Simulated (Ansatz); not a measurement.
# UCCSDTQ/3-21G run of PH2 (SMILES [PH2])

What is the vertical doublet–quartet gap of PH2 at UCCSDTQ/3-21G? 

Program for the calculation: Ansatz 0.2.0.

46 further runs of the same task are left out: 46 set aside as unsound or not needed.

## 1. The structure to begin with

The species is PH2 (3 atoms), meant as a doublet with charge 0. SMILES: `[PH2]`. The coordinates come from a GFN2-xTB relaxation.

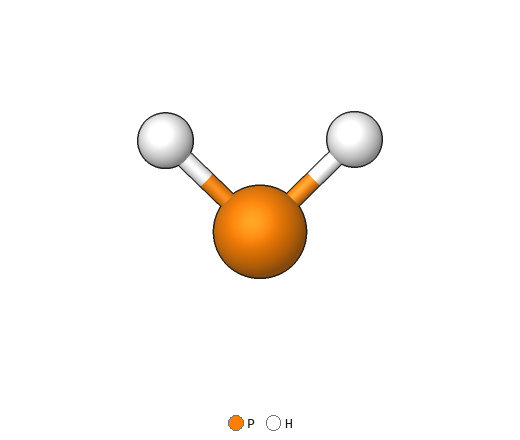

The structure, seen from a chosen angle (phosphorus orange, hydrogen white).

## 2. The energy at UCCSDTQ/3-21G

The input, molecule.yaml:

```yaml
crystal:
  periodic: [false, false, false]
  atoms:
    - {symbol: P, position_ang: [0.514470, -0.302750, 0.252680]}
    - {symbol: H, position_ang: [0.111510, 1.027360, 0.172420]}
    - {symbol: H, position_ang: [-0.625980, -0.724620, -0.425100]}
basis:
  gaussian:
    orbitals: 3-21G.json
scf:
  omitted_lower_state_checks: [cluster_reference, increment]
magnetization:
  spin_polarized: true
  initial_magnetization: 1
correlation:
  method: ccsdtq
  frozen_orbitals: {H: 0, P: 5}
accuracy: high
```

The basis set 3-21G is read from a file made from the Basis Set Exchange's data (not shown).

Run with:

```console
ansatz run molecule.yaml --threads 1 --pin off --max-ram 2610MiB --events-out events.jsonl --progress --plain --runs-dir runs
```

Log (excerpt; [...] marks lines left out):

```text
Warning: RAYON_NUM_THREADS=1 ignored (pool sized by the plan → 1); use --threads N
Functional definition: HF
  name "HF"
[...]
323 factors; integrals over basis functions are off by at most 2.1e-9 eV
[...]
mean field -9255.08301047 eV, -340.1180273143 hartree, gradient 2.5e-8 eV, S^2 0.757027; 0 other end points of the search recorded, 0 dependent functions left out
5 core orbitals not correlated: weight in the atoms' cores, before any rotation towards them, 1.000 or more for the frozen orbitals, at most 0.000 for the correlated occupied ones
reference -9255.08301047 eV, -340.1180273143 hartree; 4, 3 occupied and 8, 9 virtual orbitals, 323 factors
second order -1.31901945 eV of doubles, -0.00000000 eV of singles
cycle   1  -1.62606168 eV  change   -3.1e-1 eV  update   4.5e-2
[...]
cycle  20  -1.79046429 eV  change   4.9e-10 eV  update  3.5e-10
Total energy: -9256.87347476 eV, -340.1838256633 hartree
Checks for a lower state left out: cluster_reference, increment
```

Wall time 12 s (1 thread of Arm Neoverse V1, shared host); peak memory 0.16 GiB.

## 3. The quartet

The input, in.yaml:

```yaml
crystal:
  periodic: [false, false, false]
  atoms:
    - {symbol: P, position_ang: [0.514470, -0.302750, 0.252680]}
    - {symbol: H, position_ang: [0.111510, 1.027360, 0.172420]}
    - {symbol: H, position_ang: [-0.625980, -0.724620, -0.425100]}
basis:
  gaussian: {orbitals: 3-21G.json}
magnetization: {spin_polarized: true, initial_magnetization: 3}
correlation: {method: ccsdtq, frozen_orbitals: {H: 0, P: 5}}
accuracy: high
scf: {omitted_lower_state_checks: [cluster_reference, increment]}
```

The basis set 3-21G is read from a file made from the Basis Set Exchange's data (not shown).

Run with:

```console
ansatz run in.yaml --threads 1 --pin off --max-ram 2610MiB --events-out events.jsonl --progress --plain --runs-dir runs
```

Log (excerpt; [...] marks lines left out):

```text
Warning: RAYON_NUM_THREADS=1 ignored (pool sized by the plan → 1); use --threads N
[... 2 set-up lines as earlier in the session ...]
[...]
323 factors; integrals over basis functions are off by at most 2.1e-9 eV
[...]
mean field -9248.68851832 eV, -339.8830340620 hartree, gradient 9.4e-9 eV, S^2 3.752518; 2 other end points of the search recorded, 0 dependent functions left out
5 core orbitals not correlated: weight in the atoms' cores, before any rotation towards them, 1.000 or more for the frozen orbitals, at most 0.000 for the correlated occupied ones
reference -9248.68851832 eV, -339.8830340620 hartree; 5, 2 occupied and 7, 10 virtual orbitals, 323 factors
second order -1.01418202 eV of doubles, -0.00000000 eV of singles
cycle   1  -1.29208383 eV  change   -2.8e-1 eV  update   4.9e-2
[...]
cycle  21  -1.51630788 eV  change   3.1e-10 eV  update  3.8e-10
Total energy: -9250.20482620 eV, -339.9387573488 hartree
Checks for a lower state left out: cluster_reference, increment
```

Wall time 11 s (1 thread of Arm Neoverse V1, shared host); peak memory 0.15 GiB.

## 4. Summary of results

At UCCSDTQ/3-21G, 5 core orbitals frozen:

| quantity | value |
| --- | --- |
| doublet: total energy | -340.18383 Eh |
| doublet: correlation energy (5 core orbitals frozen) | -65.8 mEh |
| doublet: ⟨S²⟩ of the reference determinant | 0.757 |
| doublet: T1 diagnostic | 0.006 |
| quartet: total energy | -339.93876 Eh |
| quartet: correlation energy (5 core orbitals frozen) | -55.7 mEh |
| quartet: ⟨S²⟩ of the reference determinant | 3.753 |
| quartet: T1 diagnostic | 0.011 |
| vertical energy of the quartet above the doublet | 6.669 eV |

At this shape the quartet lies 6.67 eV (643 kJ/mol) above the doublet.
